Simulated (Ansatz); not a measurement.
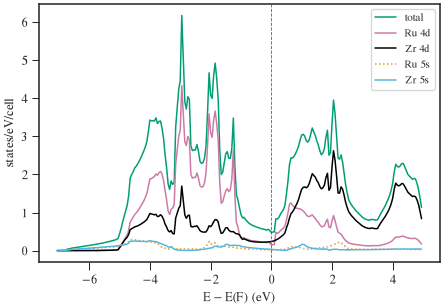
Fig. 1. Total and projected density of states of ZrRu (CsCl type, Pm-3m), DFT-PBEsol in the program Ansatz with PAW potentials

**Question.** Which orbitals carry the states next to the Fermi level?

**Answer.** Within 0.5 eV of the Fermi level: Ru 4d 47 %, Zr 4d 40 %. Projections are on Löwdin-orthogonalised atomic valence shells; empty p or d shells of many metals are not among them.

**Question.** Where is the tallest occupied peak in this window, and what makes it?

**Answer.** Near -2.9 eV, about 6.2 states/eV per cell; the largest projected share is Ru 4d.

The workflow started from an entry of the Crystallography Open Database (COD). Whether it is the stable phase at ambient conditions was not checked. Symmetry was held in the PBEsol relaxation; of distortions, only those at the zone centre were tested. No spin polarisation was allowed. Scalar-relativistic: spin–orbit coupling is off unless named, which matters more the heavier the elements.

Potentials: the later of the program's two PAW sets.
